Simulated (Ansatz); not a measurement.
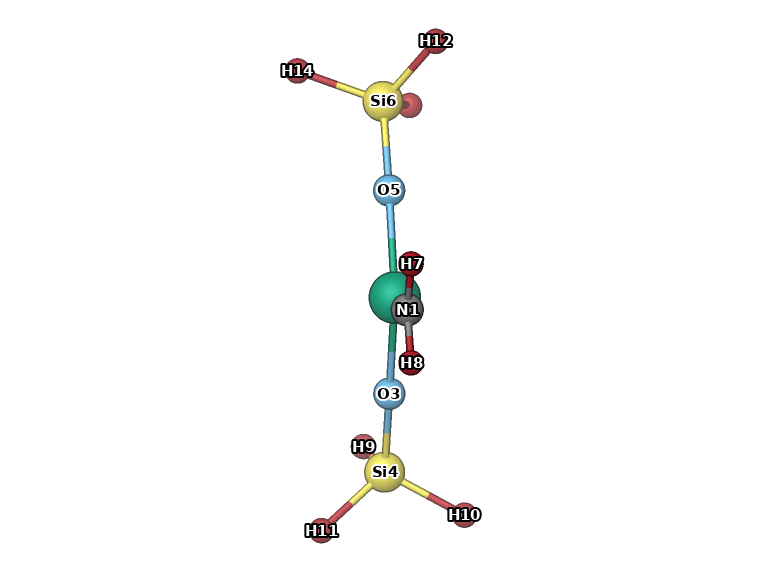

Sc2 lies behind N1. The molecule seen nearly along the N1–Sc2 bond, N1 in front. Depth is shown by fading: the farther an atom, the more it takes the colour of the background. Charge 0, singlet. Computed geometry: PBE0-D4/def2-TZVP optimisation.

What is the torsion angle H7–N1–Sc2–O3? The sign is positive where the front bond must turn clockwise to cover the back bond.

180°, antiperiplanar (anti).
